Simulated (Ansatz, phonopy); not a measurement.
# Grüneisen parameters and expansion of KBr (Fm-3m), part 4 of 4

Wanted: mode Grüneisen parameters of KBr and a free-energy fit over volumes.

What experiment has found for this phase:
- volume expansion coefficient 116.1 1e-6/K and heat capacity C_P per formula unit 52.3 J/mol/K near room temperature (given in “High-Throughput Prediction of Finite-Temperature Properties using the Quasi-Harmonic Approximation”, 2016, arXiv:1603.06924)
- volume expansion coefficient 117.6 1e-6/K near room temperature (given in “Descriptors for thermal expansion in solids”, 2017, arXiv:1701.03966)

Ansatz 0.2.0; DFT PBE, scalar-relativistic, plane waves, PAW.

So far. Step 14 (Single point at a scaled cell, V/V0 1.05): The run ends at a pressure of -0.58 GPa. Step 15 (Lattice dynamics at this volume, V/V0 1.05): No mode is imaginary beyond numerical noise at the solved wavevectors. The highest zone-centre mode (no LO–TO term) moved by -12.3 % for a volume change of +5.0 %.

### 16. Mode Grüneisen parameters

This step: DFT PBE, scalar-relativistic, plane waves, PAW (phonopy 4.10.0).

Numbers from this step:

```yaml
share_of_modes_with_a_negative_grueneisen_parameter: 0.095
```

Mean Grüneisen, by row:

```
T (K)  heat-capacity-weighted mean  root mean square
   50                        1.484             1.765
  100                        1.581             1.829
  200                        1.605             1.845
  300                         1.61             1.847
  500                        1.612             1.849
  800                        1.613             1.849
```

Mean mode Grueneisen parameter against wavenumber:

```
wavenumber (cm⁻¹)  mean mode Grueneisen parameter
              2.5                               -
             12.6                            0.99
             22.6                           0.491
             37.7                            0.39
             47.8                           0.675
             57.8                            1.21
             67.9                           0.913
             82.9                            1.36
             93.0                            2.45
            103.0                            2.58
            113.1                               2
            128.2                             1.3
            138.2                            1.18
            148.3                            1.18
```

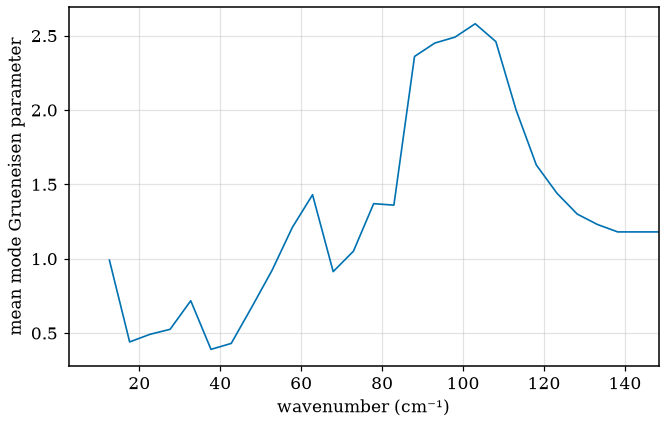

Mean mode Grueneisen parameter, plotted against wavenumber.

Volume series, by row:

```
 V/V0  V (Å³/atom)  pressure (GPa)  E - E0 (meV/atom)  gap (eV)  zero-point energy (meV/atom)  lowest on the path (cm⁻¹)  highest at Gamma without the LO-TO term (cm⁻¹)
 0.97        36.56           0.441              1.513      4.39                         16.16                          0                                           108.1
0.985        37.12           0.211              0.369      4.35                         15.73                          0                                           104.1
    1        37.69               0                  0     4.311                         15.32                          0                                           100.2
1.015        38.25          -0.193              0.346     4.273                         14.92                          0                                           96.45
 1.03        38.82          -0.371              1.346     4.237                         14.53                          0                                           92.73
 1.05        39.57          -0.584                3.6      4.19                         14.02                          0                                           87.89
```

Table of optical frequency at Gamma without the LO-TO term, mode 4 by V/V0:

```
  V/V0  optical frequency at Gamma without the LO-TO term, mode 4 (cm⁻¹)
0.9700                                                               108
0.9850                                                               104
1.0000                                                               100
1.0150                                                              96.5
1.0300                                                              92.7
1.0500                                                              87.9
```

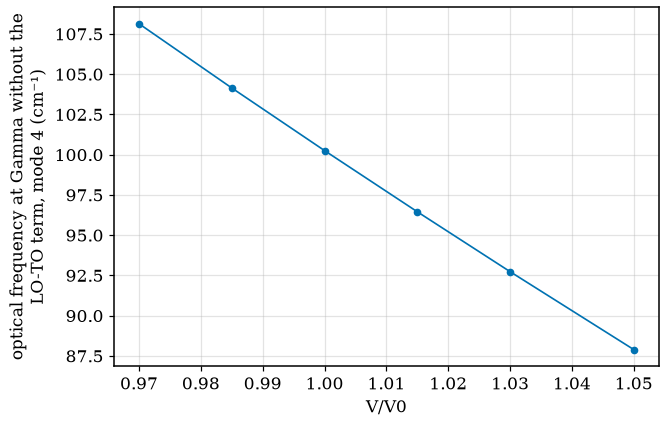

Optical frequency at Gamma without the LO-TO term, mode 4 against V/V0.

Grüneisen at points, by row:

```
point  branch  frequency (cm⁻¹)  mode Grüneisen parameter
    Γ       4             100.3                      2.56
    Γ       6             151.3                      1.19
    X       1                42                     -0.64
    X       3              72.2                     -0.08
    X       4               104                      2.65
    X       6             110.9                      2.52
    U       1              52.5                       0.9
    U       2              66.4                     -0.16
    U       3              67.6                      0.79
    U       4              97.6                       2.6
    U       5             108.7                      2.58
    U       6             109.1                      2.12
    K       1              52.5                       0.9
    K       2              66.4                     -0.16
    K       3              67.6                      0.79
    K       4              97.6                       2.6
    K       5             108.7                      2.58
    K       6             109.1                      2.12
    L       1              62.8                       2.3
    L       3              86.3                      2.36
    L       5              87.8                      1.24
    L       6             134.7                       1.2
    W       1              60.4                     -0.26
    W       3              70.6                      1.85
    W       4              98.6                      1.91
    W       5             107.4                      2.61
```

### 17. Free-energy fit

Energy (each curve on its own zero) against volume; values in meV/atom:

```
volume (Å³/atom)  static  F at 0 K  F at 300 K  F at 600 K
           36.56    1.51      2.56        6.39        11.1
           37.12    0.37      0.99        3.36        6.28
           37.69       0      0.21        1.09        2.17
           38.25    0.35      0.15       -0.48       -1.27
           38.82    1.35      0.76       -1.41        -4.1
           39.57     3.6      2.51       -1.78       -7.04
```

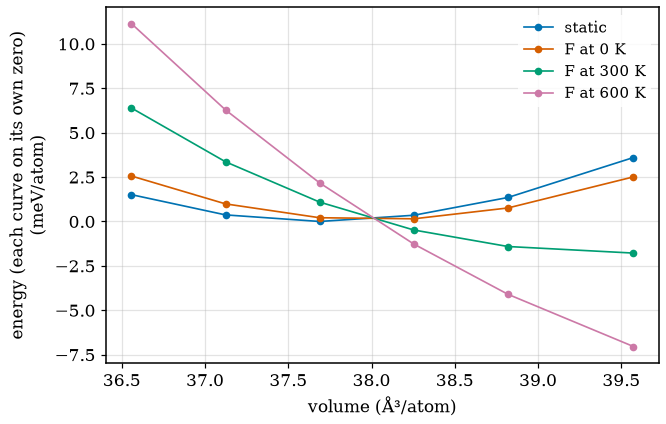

Energy (each curve on its own zero) against volume.

Phonopy-qha, vinet fit of F(V) at each temperature; no electronic free energy. Qha vinet, by row:

```
T (K)  fitted volume (Å³/atom)  alpha_V (1e-6/K)  B_T (GPa)  C_P (J/mol-atom/K)  Grueneisen
   75                    38.17             109.1      12.67               20.59       1.568
  100                    38.29             125.3      12.42               22.71        1.62
  125                    38.41             135.3      12.16               23.86       1.647
  150                    38.54             142.8      11.89               24.59       1.666
  175                    38.69             149.1      11.62               25.12       1.682
  200                    38.83               155      11.34               25.56       1.697
  225                    38.99             160.8      11.06               25.94       1.712
  250                    39.15             166.6      10.77               26.29       1.727
```

Volume expansion coefficient, phonopy-qha, Vinet against temperature:

```
temperature (K)  volume expansion coefficient, phonopy-qha, Vinet (1e-6/K)
           75.0                                                        109
          100.0                                                        125
          125.0                                                        135
          150.0                                                        143
          175.0                                                        149
          200.0                                                        155
          225.0                                                        161
          250.0                                                        167
```

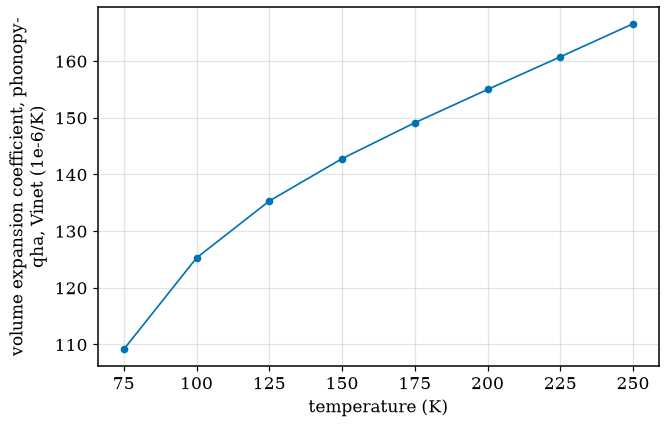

Volume expansion coefficient, phonopy-qha, Vinet against temperature.

### 18. What came out

```yaml
mean_mode_grueneisen_parameter_at_300_k: 1.61
```

What this shows: The table stops at 250 K because beyond it the fitted volume comes within 1 % of the largest computed cell, where the fit loses its support. The heat-capacity-weighted Grüneisen parameter goes from 1.48 at 50 K to 1.61 at 800 K; 10 % of the modes stiffen on expansion. Weighting γ by the density of states and each mode's heat capacity at 300 K, modes below 50 cm⁻¹ give about 5 % of the sum of γC that drives the expansion, those up to 100 cm⁻¹ 56 % and the rest 39 %. Among the labelled points γ is largest for branch 4 at X (104 cm⁻¹, 2.6) and most negative for branch 1 at X (42 cm⁻¹, -0.64).

[Logs are printed without paths, hosts, clocks, repeated set-up lines and the standing remarks that a program may print on its own settings, such as how far it seeks lower states.]

[Hosts, paths, dates, database ids (printed as entryN), source tags and the programs' standing remarks are cut or masked in the printed files.]

[A step with changed settings may run another functional than the one named; its input shows which.]

[Of the runs on displaced cells, only some may be shown.]
